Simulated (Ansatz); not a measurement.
# CH6ClNSSi: vertical spin-state energies, by script

Wanted for CH6ClNSSi: vertical spin-state energies. SMILES: NC(S)[SiH2]Cl.

Program: Ansatz 0.2.0, driven from Python. Level of theory: B3LYP/6-31G*. These are calculated values, not measurements.

**1. The structure**

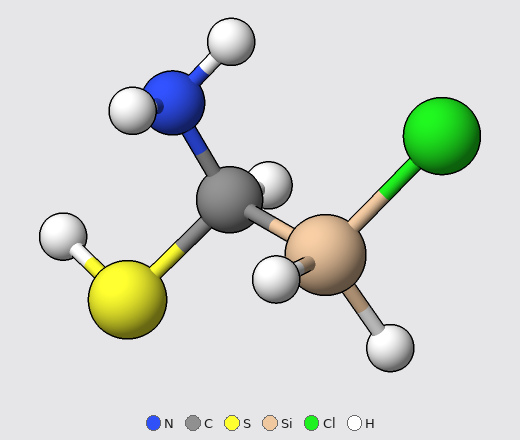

The structure that the script starts from, seen from a chosen angle (nitrogen blue, carbon grey, sulfur yellow, silicon light orange, chlorine green, hydrogen white).

No structure file is read: the coordinates are typed or built in the script.

**2. The script**

File run_spin.py:

```python
import ansatz as az
from ase import Atoms

atoms = Atoms(["N", "C", "S", "Si", "Cl", "H", "H", "H", "H", "H", "H"], positions=[
    [0.1905, 0.9836, 1.0828],
    [-0.2614, -0.247, 0.4641],
    [0.7694, -1.5417, 1.1419],
    [-0.0581, -0.2813, -1.4122],
    [-1.2225, 1.2677, -2.1916],
    [1.1255, 1.2243, 0.8675],
    [-0.3617, 1.7991, 0.6607],
    [-1.2503, -0.4416, 0.7554],
    [0.5731, -1.2099, 2.4801],
    [1.2668, -0.0726, -1.8539],
    [-0.7058, -1.5375, -1.9741],
])
molecule = az.Crystal.molecule_from_ase(atoms)

base = (
    molecule.calculation()
    .basis(gaussian="6-31G*")
    .functional("b3lyp")
)
found = {}
for unpaired in [0, 2]:
    r = base.spin("collinear", total=unpaired).run(threads=1, backend="cpu").report
    s = unpaired / 2
    found[unpaired] = r["free_energy_ev"]
    print(f"2S+1 = {unpaired + 1}: E = {found[unpaired]:.5f} eV, <S^2> = {abs(r['mean_field']['state']['spin_squared']):.3f} (pure state {s * (s + 1):.2f})")
lowest = min(found, key=found.get)
for unpaired, e in found.items():
    print(f"multiplicity {unpaired + 1}: {23.060548 * (e - found[lowest]):.1f} kcal/mol above the lowest")
```

**3. The calls as engine input**

The package turns the script's settings into the engine's input (first run):

```yaml
crystal:
  periodic: [false, false, false]
  atoms:
    - { symbol: "N", position_ang: [0.1905, 0.9836, 1.0828] }
    - { symbol: C, position_ang: [-0.2614, -0.247, 0.4641] }
    - { symbol: S, position_ang: [0.7694, -1.5417, 1.1419] }
    - { symbol: Si, position_ang: [-0.0581, -0.2813, -1.4122] }
    - { symbol: Cl, position_ang: [-1.2225, 1.2677, -2.1916] }
    - { symbol: H, position_ang: [1.1255, 1.2243, 0.8675] }
    - { symbol: H, position_ang: [-0.3617, 1.7991, 0.6607] }
    - { symbol: H, position_ang: [-1.2503, -0.4416, 0.7554] }
    - { symbol: H, position_ang: [0.5731, -1.2099, 2.4801] }
    - { symbol: H, position_ang: [1.2668, -0.0726, -1.8539] }
    - { symbol: H, position_ang: [-0.7058, -1.5375, -1.9741] }
basis:
  gaussian:
    orbitals: "6-31G*"
hamiltonian:
  xc: b3lyp
magnetization:
  spin_polarized: true
  initial_magnetization: 0.0
```

**4. Running it**

The run is started by

```bash
$ python run_spin.py
```

The log of the run:

```text
2S+1 = 1: E = -33860.94046 eV, <S^2> = 0.000 (pure state 0.00)
2S+1 = 3: E = -33855.99791 eV, <S^2> = 2.005 (pure state 2.00)
multiplicity 1: 0.0 kcal/mol above the lowest
multiplicity 3: 114.0 kcal/mol above the lowest
```

It took 25 s on 1 thread of Arm Neoverse V1, shared host; peak memory 0.38 GiB.

**5. What changed from run to run**

The engine's inputs for the other runs:

Run 2, against run 1:

```diff
@@ -22 +22 @@
-  initial_magnetization: 0.0
+  initial_magnetization: 2.0
```

**6. Run by run**

From the records of these 2 runs:

| run | 2S+1 | energy from run 1 (eV) | <S²> | SCF cycles | CPU time (s) |
| --- | --- | --- | --- | --- | --- |
| 1 | 1 | 0.0000 | 0.00 | 18 | 8.6 |
| 2 | 3 | 4.9425 | 2.00 | 44 | 16 |

**7. What came out**

| quantity | value |
| --- | --- |
| runs compared | 2 |
| lowest | run 1 (2S+1 = 1) |
| next above it by | 4.943 eV |

In order: multiplicity 1 (+0.00 eV) and multiplicity 3 (+4.94 eV), all at the one geometry. The geometry is a force-field or estimated start, not a minimum of this method, and the basis set is short of its limit. All parts are taken at fixed geometry, without zero-point energy. b3lyp holds the VWN-RPA fit, as in Gaussian; the form of ORCA and Turbomole is b3lyp5.
